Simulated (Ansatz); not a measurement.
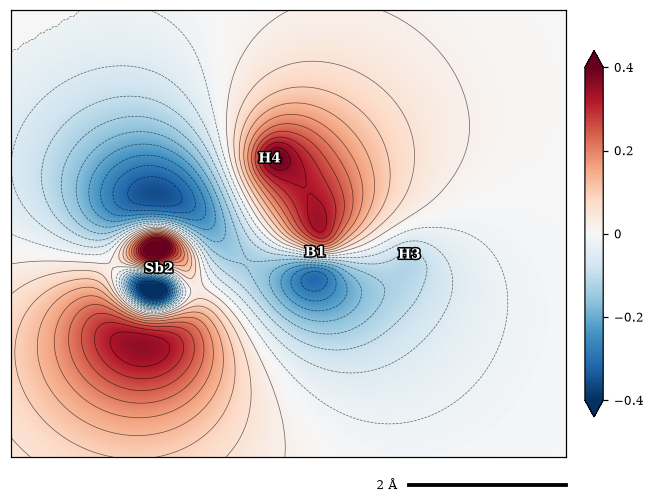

*BH2Sb. One frontier orbital on the molecular plane (values in Å⁻³ᐟ²; the overall sign is arbitrary).*

Geometry: PBE0-D3(BJ)/def2-SVP; core potentials replace the inner electrons of Sb.

Level of theory: isolated molecule in a Gaussian basis; Kohn-Sham density functional theory, functional PBE0 in Ansatz 0.2.0.

### Which orbital is it: HOMO or LUMO?

The LUMO, at −2.70 eV. Its weight (Hirshfeld) is mainly on Sb2 (about 75 %), B1 (about 15 %) and H4 (about 10 %); it is symmetric in the molecular plane (an in-plane orbital: σ, lone-pair or in-plane π type).
